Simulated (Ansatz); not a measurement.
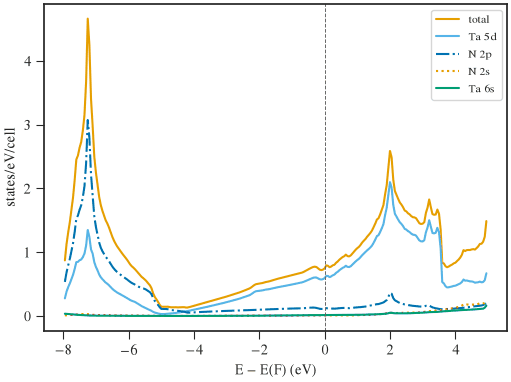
Fig. 1. Total and projected density of states of TaN (rock salt, Fm-3m), r²SCAN in the plane-wave PAW code Ansatz

Q: Which orbitals carry the states next to the Fermi level?

A: Within 0.5 eV of the Fermi level: Ta 5d 80 %, N 2p 15 %. Projections are on Löwdin-orthogonalised atomic valence shells; empty p or d shells of many metals are not among them.

Q: Where is the tallest occupied peak in this window, and what makes it?

A: Near -7.2 eV, about 4.7 states/eV per cell; the largest projected share is N 2p.

Symmetry was held in the r²SCAN relaxation; of distortions, only those at the zone centre were tested. No spin polarisation was allowed. Scalar-relativistic: spin–orbit coupling is off unless named, which matters more the heavier the elements.

Potentials: the later of the program's two PAW sets.
